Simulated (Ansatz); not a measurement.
SiH2ClOF: geometry relaxation (part 2 of 2)

The same run, continued: SiH2ClOF; RKS BLYP/cc-pVDZ (Ansatz 0.2.0). It belongs to a series of runs on one base structure; here: end point B relaxed.

Geometry of the input (Å):
```
Si -0.3023  -0.5481  0.6253
F  0.4066  1.4496  -1.4560
O  0.2430  -1.3586  -0.6004
H  0.5647  0.5810  -1.7257
H  -1.7042  -0.0775  0.8341
Cl 0.7922  -0.0465  2.3226
```

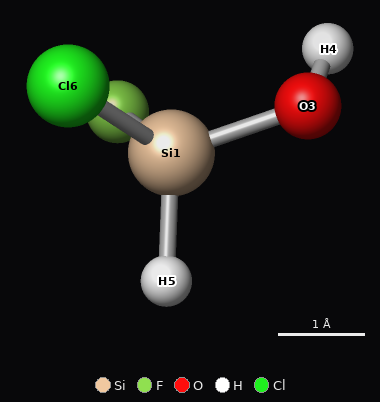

Fig. 1: The geometry at step 12 of the log (ball-and-stick view, seen at a tilt; atoms are numbered from 1 in the order of the input).

**Trajectory as extended XYZ (Å, eV, eV/Å), 23 frames, from step=1 to step=23**
```
6
Properties=species:S:1:pos:R:3:forces:R:3 step=1 energy=-25197.27184
Si   -0.3023   -0.5481    0.6253    0.0345   0.1334  -0.2274
F     0.4066    1.4496   -1.4560   -0.2990   1.0805   0.5696
O     0.2430   -1.3586   -0.6004    0.0376   0.1463  -0.0485
H     0.5647    0.5810   -1.7257    0.2168  -1.3823  -0.3180
H    -1.7042   -0.0775    0.8341   -0.0015   0.0197   0.0169
Cl    0.7922   -0.0465    2.3226    0.0116   0.0024   0.0074
6
Properties=species:S:1:pos:R:3:forces:R:3 step=2 energy=-25197.38218
Si   -0.2838   -0.4864    0.5638    0.0052   0.2501  -0.2161
F     0.3495    1.3393   -1.3045   -0.1262   0.3947   0.2449
O     0.2673   -1.2758   -0.6727    0.0752  -0.1191  -0.0834
H     0.5578    0.4893   -1.6652    0.0102  -0.5238   0.0641
H    -1.6923   -0.0448    0.7986    0.0181   0.0021  -0.0007
Cl    0.8016   -0.0216    2.2799    0.0175  -0.0040  -0.0088
6
Properties=species:S:1:pos:R:3:forces:R:3 step=3 energy=-25197.48180
Si   -0.2395   -0.3822    0.4445   -0.2054  -0.1641   0.1422
F     0.2946    1.2806   -1.1537   -0.1203   0.1419   0.3515
O     0.2839   -1.3071   -0.7187    0.0976   0.2583  -0.1457
H     0.5064    0.4028   -1.4982    0.0758  -0.4389  -0.1617
H    -1.6621   -0.0068    0.7248    0.0884   0.1091  -0.1108
Cl    0.8169    0.0126    2.2013    0.0640   0.0938  -0.0755
6
Properties=species:S:1:pos:R:3:forces:R:3 step=4 energy=-25197.55175
Si   -0.2304   -0.3612    0.3995   -0.1325   0.1210   0.1289
F     0.2567    1.1899   -0.9870   -0.1510   0.6487   0.2856
O     0.3178   -1.2606   -0.7819    0.0226  -0.0273  -0.1194
H     0.4617    0.3276   -1.4230    0.1881  -0.6844  -0.2369
H    -1.6503    0.0468    0.6489    0.0928  -0.0559   0.0077
Cl    0.8445    0.0575    2.1436   -0.0200  -0.0020  -0.0658
6
Properties=species:S:1:pos:R:3:forces:R:3 step=5 energy=-25197.58076
Si   -0.2362   -0.3434    0.3785   -0.1268   0.2374   0.1271
F     0.2316    1.1777   -0.9423    0.0299   0.1893   0.0740
O     0.3105   -1.2425   -0.8112    0.1092   0.0501  -0.1820
H     0.4924    0.2847   -1.3800   -0.0185  -0.3657  -0.0191
H    -1.6529    0.0473    0.6449    0.0143  -0.0836   0.0274
Cl    0.8546    0.0762    2.1101   -0.0082  -0.0276  -0.0274
6
Properties=species:S:1:pos:R:3:forces:R:3 step=6 energy=-25197.76321
Si   -0.2485   -0.2597    0.3149   -0.2973   0.5192   0.8915
F     0.2302    1.1294   -0.8109   -0.3201   1.7521   0.4754
O     0.3189   -1.1427   -0.9052    0.2841   0.1121  -0.5381
H     0.4993    0.1236   -1.2700    0.3959  -2.0532  -0.9158
H    -1.6729    0.0247    0.6412   -0.0532  -0.1731  -0.0070
Cl    0.8732    0.1248    2.0300   -0.0093  -0.1571   0.0941
6
Properties=species:S:1:pos:R:3:forces:R:3 step=7 energy=-25198.17759
Si   -0.2444   -0.1957    0.3140    0.0824   1.1320   0.3906
F     0.2330    1.1850   -0.8055   -0.6076   0.8806   0.9971
O     0.3399   -1.1101   -0.9087    0.1727   0.8958  -0.6720
H     0.4845    0.0235   -1.3067    0.4067  -2.6106  -0.5990
H    -1.6846   -0.0039    0.6516    0.0297  -0.1427  -0.0617
Cl    0.8717    0.1012    2.0553   -0.0838  -0.1550  -0.0550
6
Properties=species:S:1:pos:R:3:forces:R:3 step=8 energy=-25198.84546
Si   -0.2311   -0.0867    0.2775   -0.4819  -0.4226   1.4904
F     0.1722    1.2045   -0.6918   -0.2679   2.5395   0.1127
O     0.3572   -1.0831   -0.9278   -0.0432   0.6821  -0.1927
H     0.5030   -0.1206   -1.3300    0.7514  -2.4823  -1.3436
H    -1.6775   -0.0123    0.6359    0.0522  -0.1648  -0.0909
Cl    0.8762    0.0983    2.0362   -0.0106  -0.1517   0.0241
6
Properties=species:S:1:pos:R:3:forces:R:3 step=9 energy=-25199.26070
Si   -0.2258   -0.0208    0.2790   -0.1161  -0.2360   0.3321
F     0.1203    1.3345   -0.6138   -0.2006   1.0079   0.1775
O     0.3600   -1.0684   -0.9365   -1.3363  -3.2381   3.1162
H     0.5388   -0.2985   -1.3918    1.5649   2.8153  -3.6058
H    -1.6765   -0.0306    0.6243    0.0660  -0.1866  -0.0558
Cl    0.8832    0.0838    2.0388    0.0221  -0.1625   0.0357
6
Properties=species:S:1:pos:R:3:forces:R:3 step=10 energy=-25199.68617
Si   -0.2127    0.0313    0.2803   -0.1730  -0.6897   0.0336
F     0.0752    1.4153   -0.5714   -0.0066   0.7208   0.0437
O     0.3436   -1.0975   -0.8887   -0.4532   0.4723   1.0289
H     0.5794   -0.3702   -1.4987    0.4956  -0.3439  -1.0393
H    -1.6646   -0.0313    0.6208    0.0893  -0.1082  -0.0317
Cl    0.8792    0.0524    2.0577    0.0479  -0.0514  -0.0353
6
Properties=species:S:1:pos:R:3:forces:R:3 step=11 energy=-25199.90593
Si   -0.2201    0.0767    0.2845    0.1725   0.0084  -0.1084
F     0.0290    1.5321   -0.4606    0.0122   0.2559   0.0374
O     0.3026   -1.0706   -0.8350    0.1683   0.4670  -0.3462
H     0.6363   -0.5319   -1.6019   -0.0386  -0.5846   0.2572
H    -1.6590   -0.0521    0.5675   -0.2367  -0.0933   0.2172
Cl    0.9113    0.0458    2.0456   -0.0778  -0.0534  -0.0572
6
Properties=species:S:1:pos:R:3:forces:R:3 step=12 energy=-25199.95574
Si   -0.2330    0.1380    0.2395   -0.2340  -0.4131   0.0212
F    -0.0317    1.6564   -0.3969    0.0330  -0.1936  -0.0421
O     0.2611   -1.0652   -0.8550   -0.2353   0.6302   0.2187
H     0.7628   -0.6805   -1.6027    0.1019  -0.1116  -0.0660
H    -1.6712   -0.0603    0.6280    0.2592   0.0284  -0.1540
Cl    0.9120    0.0115    1.9870    0.0751   0.0598   0.0221
6
Properties=species:S:1:pos:R:3:forces:R:3 step=13 energy=-25199.95472 accepted=F
Si   -0.2533    0.1495    0.2735    0.2527   0.1231  -0.8248
F    -0.0505    1.6674   -0.3680   -0.0771  -0.0002   0.2199
O     0.1859   -0.9471   -0.9146   -0.3635  -0.3487   0.1878
H     0.8581   -0.8102   -1.6082    0.0511   0.2821   0.2711
H    -1.6728   -0.0835    0.6359    0.0120  -0.0462  -0.0004
Cl    0.9327    0.0239    1.9814    0.1248  -0.0101   0.1464
6
Properties=species:S:1:pos:R:3:forces:R:3 step=14 energy=-25199.98633
Si   -0.2453    0.1334    0.2504   -0.0031   0.2171  -0.0720
F    -0.0377    1.6557   -0.3822   -0.0197  -0.1720   0.0600
O     0.2032   -1.0186   -0.8786    0.1399   0.0813  -0.3649
H     0.8169   -0.7203   -1.5906   -0.1712  -0.1023   0.3526
H    -1.6678   -0.0719    0.6226   -0.0014  -0.0328  -0.0050
Cl    0.9308    0.0218    1.9784    0.0555   0.0088   0.0294
6
Properties=species:S:1:pos:R:3:forces:R:3 step=15 energy=-25200.00527
Si   -0.2561    0.1497    0.2441    0.0264  -0.0264  -0.0522
F    -0.0619    1.6732   -0.3684    0.0125   0.0598   0.0259
O     0.1490   -0.9836   -0.9177   -0.0059  -0.0520  -0.1604
H     0.8813   -0.7718   -1.5339   -0.0373   0.0092   0.1859
H    -1.6694   -0.0797    0.6265   -0.0287  -0.0190   0.0159
Cl    0.9573    0.0121    1.9493    0.0330   0.0283  -0.0151
6
Properties=species:S:1:pos:R:3:forces:R:3 step=16 energy=-25200.01847
Si   -0.2815    0.1481    0.2310    0.1623  -0.0568   0.0006
F    -0.0664    1.6852   -0.3257   -0.0814   0.1903  -0.1172
O     0.1044   -0.9617   -0.9620   -0.1415  -0.0264  -0.0188
H     0.9378   -0.8109   -1.4501    0.0613   0.0038   0.0598
H    -1.6939   -0.0840    0.6194    0.0100  -0.0293   0.0149
Cl    0.9997    0.0233    1.8874   -0.0107  -0.0817   0.0608
6
Properties=species:S:1:pos:R:3:forces:R:3 step=17 energy=-25199.83850 accepted=F
Si   -0.2934    0.1769    0.2161   -0.0123  -0.1465   0.0612
F    -0.1227    1.7362   -0.2867   -0.0371   0.2217  -0.0908
O     0.0151   -0.8971   -1.0346    3.2549  -0.1781  -0.9569
H     1.0490   -0.9252   -1.3457   -3.1828   0.1282   0.9816
H    -1.6958   -0.0948    0.6232    0.0253   0.0603   0.0591
Cl    1.0478    0.0039    1.8277   -0.0481  -0.0856  -0.0542
6
Properties=species:S:1:pos:R:3:forces:R:3 step=18 energy=-25200.03057
Si   -0.2742    0.1657    0.2190   -0.1269  -0.0477  -0.0194
F    -0.1050    1.7189   -0.3212   -0.0064   0.0439  -0.0130
O     0.0699   -0.9262   -1.0059    0.1097   0.0460   0.0286
H     0.9732   -0.8670   -1.3816   -0.0400  -0.0331   0.0261
H    -1.6801   -0.0943    0.6233    0.0424   0.0271   0.0097
Cl    1.0163    0.0029    1.8664    0.0212  -0.0362  -0.0320
6
Properties=species:S:1:pos:R:3:forces:R:3 step=19 energy=-25200.03296
Si   -0.2838    0.1722    0.2075    0.0360  -0.0103   0.0807
F    -0.1220    1.7304   -0.3210   -0.0125   0.0248  -0.0113
O     0.0707   -0.9146   -1.0151    0.0396   0.0054  -0.0244
H     0.9902   -0.8840   -1.3497   -0.0065  -0.0252  -0.0011
H    -1.6760   -0.0891    0.6346   -0.0750   0.0075  -0.0132
Cl    1.0210   -0.0150    1.8436    0.0184  -0.0022  -0.0307
6
Properties=species:S:1:pos:R:3:forces:R:3 step=20 energy=-25200.03328
Si   -0.2857    0.1814    0.2086    0.0564  -0.0120  -0.0171
F    -0.1377    1.7487   -0.3020   -0.0250  -0.0286   0.0016
O     0.0733   -0.8936   -1.0228   -0.0808  -0.0285  -0.0161
H     0.9979   -0.9274   -1.3370    0.0469   0.0448   0.0321
H    -1.6823   -0.0948    0.6239   -0.0061   0.0293  -0.0060
Cl    1.0345   -0.0143    1.8292    0.0087  -0.0049   0.0055
6
Properties=species:S:1:pos:R:3:forces:R:3 step=21 energy=-25200.03434
Si   -0.2874    0.1758    0.2090    0.0311   0.0058   0.0088
F    -0.1372    1.7390   -0.3104   -0.0058   0.0064   0.0038
O     0.0703   -0.9027   -1.0200    0.0757  -0.0147  -0.0511
H     1.0009   -0.9056   -1.3284   -0.0748  -0.0017   0.0338
H    -1.6861   -0.0854    0.6243   -0.0133   0.0010   0.0122
Cl    1.0396   -0.0211    1.8255   -0.0129   0.0031  -0.0076
6
Properties=species:S:1:pos:R:3:forces:R:3 step=22 energy=-25200.03446
Si   -0.2864    0.1777    0.2063   -0.0166  -0.0531  -0.0454
F    -0.1437    1.7436   -0.3054    0.0055   0.0167  -0.0118
O     0.0698   -0.8982   -1.0296   -0.0123   0.0444   0.0484
H     1.0047   -0.9166   -1.3181    0.0043  -0.0007  -0.0007
H    -1.6843   -0.0846    0.6269   -0.0006  -0.0021  -0.0037
Cl    1.0399   -0.0220    1.8199    0.0196  -0.0051   0.0131
6
Properties=species:S:1:pos:R:3:forces:R:3 step=23 energy=-25200.03459
Si   -0.2878    0.1776    0.2059    0.0040  -0.0014   0.0000
F    -0.1439    1.7440   -0.3062   -0.0012  -0.0022  -0.0003
O     0.0699   -0.8962   -1.0285    0.0020   0.0027   0.0002
H     1.0053   -0.9170   -1.3156   -0.0047   0.0006   0.0028
H    -1.6858   -0.0850    0.6261    0.0013   0.0003  -0.0013
Cl    1.0424   -0.0235    1.8183   -0.0014   0.0000  -0.0014
```

**Results in brief**

```csv
quantity,value
outcome,converged
total energy,−25200.0349 eV
mean-field energy,−25200.0349 eV
largest force (length of the vector) at the end,0.005 eV/Å
hardware,"2 threads of Arm Neoverse V2, 24 GiB of memory available, shared host"
wall time,24 s (CPU time 46 s)
peak memory,0.15 GiB
```
